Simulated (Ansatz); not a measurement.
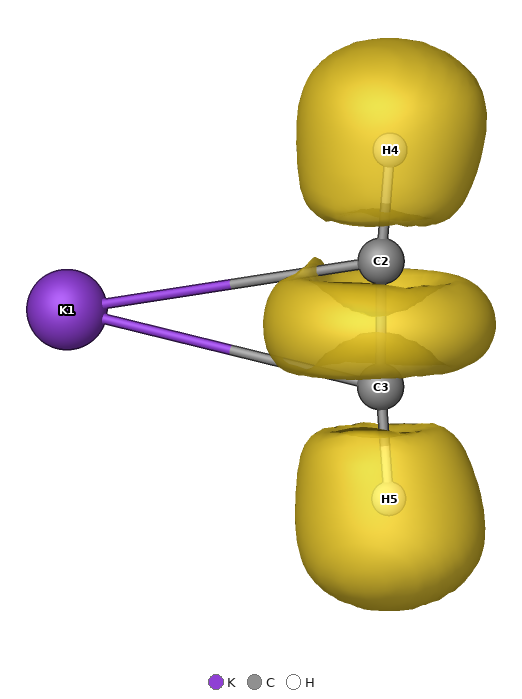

The picture shows: C2H2K (charge +1). Isosurface of the electron localisation function at 0.75 (yellow), seen at a tilt. Core shells and regions of very low density are left out.

Method: Ansatz 0.2.0, RKS PBE0/def2-mTZVP.

```yaml
atoms:
  - { symbol: K, position_ang: [0.0839, -0.0877, -2.5858] }
  - { symbol: C, position_ang: [0.4507, -0.3513, 0.6316] }
  - { symbol: C, position_ang: [-0.4898, 0.3921, 0.5744] }
  - { symbol: H, position_ang: [1.2825, -1.0079, 0.7688] }
  - { symbol: H, position_ang: [-1.3273, 1.0547, 0.6110] }
```

Q: What do the ELF domains correspond to?

A: The surface consists of one region between bonded C–C atoms (shared pairs) and two regions around hydrogen nuclei. Along the contacts the grid gives the following. C–C (1.20 Å): the ELF peaks at about 0.85 between the atoms; a short, multiple covalent bond. C–K (3.25 Å): the ELF is about 0.05 at the midpoint.
